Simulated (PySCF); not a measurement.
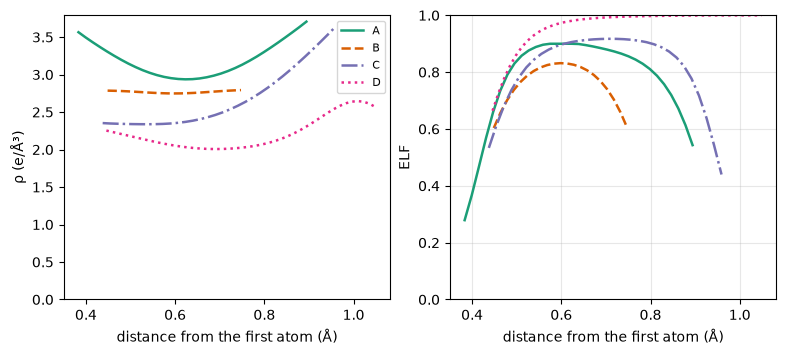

C₅H₅N₃ (SMILES C#CCn1ccnn1). Electron density and ELF along straight lines between neighbouring atoms. The curves leave out the atomic cores.

Geometry: GFN2-xTB.

Method: PBE0/pcSseg-1, SCF density, gas phase, non-relativistic in PySCF.

The calculation's input:

```
{"job": {"kind": "nmr", "xc": "PBE0", "basis": "pcSseg-1"}, "charge": 0, "multiplicity": 1}
C     -1.939336     1.691630     1.213078
C     -1.660377     0.685126     0.629944
C     -1.264201    -0.511650    -0.088840
N      0.170604    -0.610928    -0.182035
C      1.050250     0.309886    -0.635639
C      2.272582    -0.306852    -0.505177
N      2.067075    -1.534974     0.006410
N      0.815500    -1.706415     0.196978
H     -2.206751     2.563690     1.731241
H     -1.609992    -1.405516     0.439811
H     -1.703669    -0.496965    -1.095167
H      0.750732     1.274887    -0.985677
H      3.253194     0.048566    -0.742653
```

Launched as:

```sh
OMP_NUM_THREADS=1 python probes_run.py task.json out
```

Question: Which curve belongs to which contact (C–C, C–H, C–N and N–N)? The first atom named is at distance zero.

Answer: Curve A: N–N (1.28 Å): the density is about 2.9 e/Å³ at the midpoint; the ELF peaks at about 0.90 between the atoms (a covalent bond). Curve B: C–C (1.20 Å): ρ at the midpoint is about 2.7 e/Å³; the ELF peaks at about 0.85 between the atoms (a short, multiple covalent bond). Curve C: C–N (1.35 Å): ρ at the midpoint is about 2.4 e/Å³; the ELF peaks at about 0.90 between the atoms: localised, covalent bonding. Curve D: C–H (1.05 Å): ρ at the midpoint is about 2.1 e/Å³; the ELF climbs to about 1 towards the hydrogen, as it does in any bond to H: a covalent bond by its length.
